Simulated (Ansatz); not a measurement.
# Cl2H2Sn: vertical and adiabatic energies of changing the electron count

The task is vertical and adiabatic energies of changing the electron count, for Cl2H2Sn.

Program: Ansatz 0.2.0 through its Python package. Level of theory: B3LYP+D4/def2-SVP. These are calculated values, not measurements.

## 1. The structure

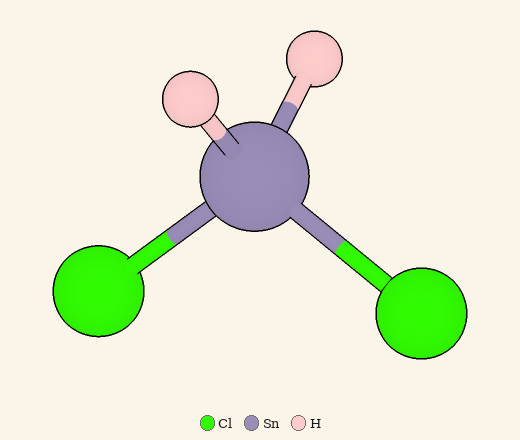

The starting structure, viewed from a chosen angle; chlorine green, tin purple, hydrogen pink.

The script holds or builds the structure itself.

## 2. The code

Input file adiabatic_cl2h2sn.py:

```python
"""How Cl2H2Sn relaxes after losing an electron."""

import itertools

import ansatz as az
from ase.data import atomic_numbers, covalent_radii
import numpy as np

GEOMETRY = """
Cl   -1.84640   -0.32750    1.25270
Sn    0.10940   -0.07100    0.02830
Cl   -0.26490    1.35420   -1.83100
H     0.69960   -1.63360   -0.53880
H     1.35220    0.60430    1.04740
"""

cl2h2sn = az.Crystal.molecule()
for line in GEOMETRY.strip().splitlines():
    symbol, *xyz = line.split()
    cl2h2sn = cl2h2sn.atom(symbol, [float(v) for v in xyz])

calculation = cl2h2sn.calculation()
calculation = calculation.basis(gaussian="def2-SVP")
calculation = calculation.functional("b3lyp", dispersion="d4")
symbols = [site.symbol for site in cl2h2sn.cartesian_sites]
start = np.array([site.position_ang for site in cl2h2sn.cartesian_sites], dtype=float)
data = calculation.relax(force_tolerance=0.01).run(threads=1).report
end = np.array(data["positions_ang"])

minimum = az.Crystal.molecule()
for symbol, place in zip(symbols, end):
    minimum = minimum.atom(symbol, place.tolist())
ion = (
    minimum.calculation()
    .basis(gaussian="def2-SVP")
    .functional("b3lyp", dispersion="d4")
    .charge(1)
    .spin("collinear", total=1)
)
vertical = ion.run(threads=1).report
settled = ion.relax(force_tolerance=0.01, max_steps=80).run(threads=1).report
print(f"vertical ionisation energy   {vertical['free_energy_ev'] - data['free_energy_ev']:.3f} eV")
print(f"adiabatic, no zero point     {settled['free_energy_ev'] - data['free_energy_ev']:.3f} eV")
print(f"relaxation energy of the ion {vertical['free_energy_ev'] - settled['free_energy_ev']:.3f} eV")
ionised = np.array(settled["positions_ang"])
# pairs closer than 1.2 times the sum of covalent radii, before or after
radius = [covalent_radii[atomic_numbers[s]] for s in symbols]
span = lambda where, i, j: np.linalg.norm(where[i] - where[j])
bonded = [(i, j) for i, j in itertools.combinations(range(len(symbols)), 2) if min(span(end, i, j), span(ionised, i, j)) < 1.2 * (radius[i] + radius[j])]
print("pair        before    after (A)")
for i, j in bonded:
    print(f"{symbols[i]}{i}-{symbols[j]}{j}".ljust(10), f"{span(end, i, j):8.4f} {span(ionised, i, j):8.4f}")
```

## 3. The input behind the calls

The engine receives this input (first run):

```yaml
crystal:
  periodic: [false, false, false]
  atoms:
    - { symbol: Cl, position_ang: [-1.8464, -0.3275, 1.2527] }
    - { symbol: Sn, position_ang: [0.1094, -0.071, 0.0283] }
    - { symbol: Cl, position_ang: [-0.2649, 1.3542, -1.831] }
    - { symbol: H, position_ang: [0.6996, -1.6336, -0.5388] }
    - { symbol: H, position_ang: [1.3522, 0.6043, 1.0474] }
basis:
  gaussian:
    orbitals: def2-SVP
hamiltonian:
  xc: b3lyp
  dispersion: d4
relax:
  f_tol: 0.01
```

## 4. Running it

Command:

```sh
python adiabatic_cl2h2sn.py
```

Q: Predict the main results. Wanted: vertical ionisation energy; adiabatic ionisation energy, no zero point.

The runs gave:

| quantity | value |
| --- | --- |
| vertical ionisation energy | 10.769 eV |
| adiabatic ionisation energy, no zero point | 10.754 eV |
| runs compared | 3 |

**Reading.** The ionisation energy is a difference of two total energies at the neutral geometry; letting the ion relax lowers it by 0.02 eV. Run 1: After 3 moves the largest shift is 0.101 Å, of atom 4 (H). Run 3: The relaxation took 4 moves; the largest shift is 0.071 Å. Notes:
- The energies are electronic: no zero-point or thermal terms, and the basis set is short of its limit. The product may relax into another structure. The relaxation finds the nearest minimum, so the adiabatic value is an upper bound.
- def2 sets replace the cores of elements past krypton by effective core potentials.
- b3lyp holds the VWN-RPA fit, as in Gaussian; the form of ORCA and Turbomole is b3lyp5.
